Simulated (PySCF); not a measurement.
```xyz
17

N     2.1516   -0.6023   -0.6545
B     1.3472    0.8351   -0.1194
N    -0.0229    0.3871    0.1928
C    -1.0456    0.2775   -0.8566
Si   -2.5067   -0.3450    0.2247
Si   -0.7403   -0.0655    1.6889
H     1.6718   -0.9169   -1.4889
H     3.1283   -0.4183   -0.8467
H     2.0445   -1.2839    0.0870
H     1.9675    1.1571    0.8428
H     1.4334    1.5640   -1.0577
H    -0.7279   -0.4134   -1.6486
H    -1.2051    1.2462   -1.3404
H    -2.9769   -1.6669   -0.2251
H    -3.6785    0.5354    0.1467
H    -0.7623    0.9676    2.7366
H    -0.0850   -1.2459    2.3084
```

Geometry: GFN2-xTB.

Theory: PBE0/pcSseg-1, SCF density, gas phase, non-relativistic in PySCF 2.14.0.

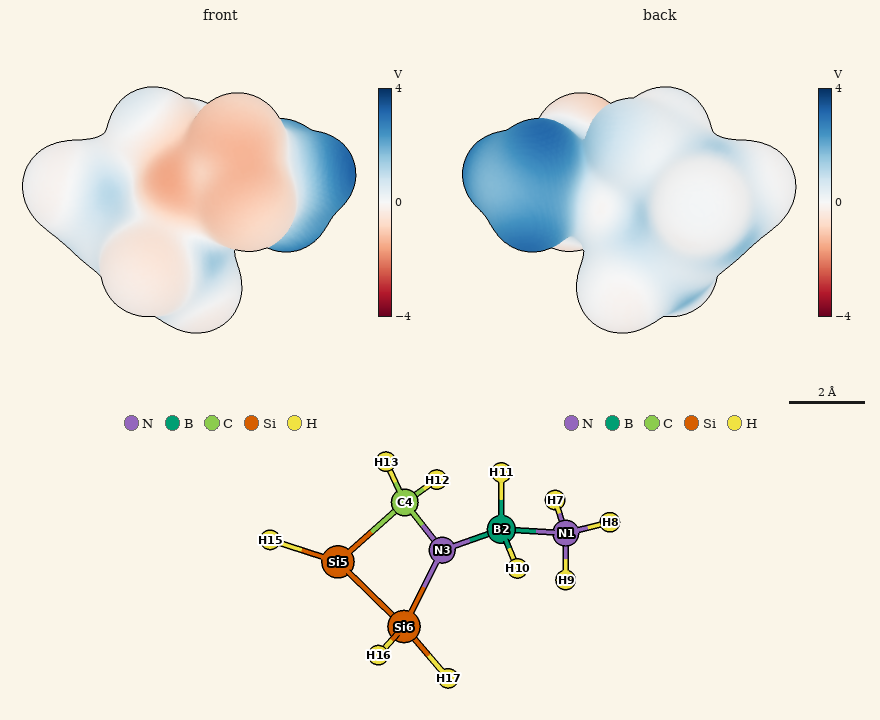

CH₁₁BN₂Si₂ (SMILES [NH3+][BH2-]N1C[SiH2][SiH2]1). The molecular electrostatic potential painted on the density surface at 0.004 e/bohr³, seen from the front and from behind; the colour scale runs from red (negative) to blue (positive). The bare structure is drawn below in the same view.

Q: Which sites attract a positive test charge, and which a negative one?

A: A positive charge is drawn to the negative regions and a negative charge to the positive ones. The most negative region (about −1.5 V) lies over N3, the most positive (about +3.1 V) over H7 and H8. N3 is the likeliest acceptor of a hydrogen bond.

Q: What dipole moment does the calculation give?

A: Its dipole moment is 4.67 D.
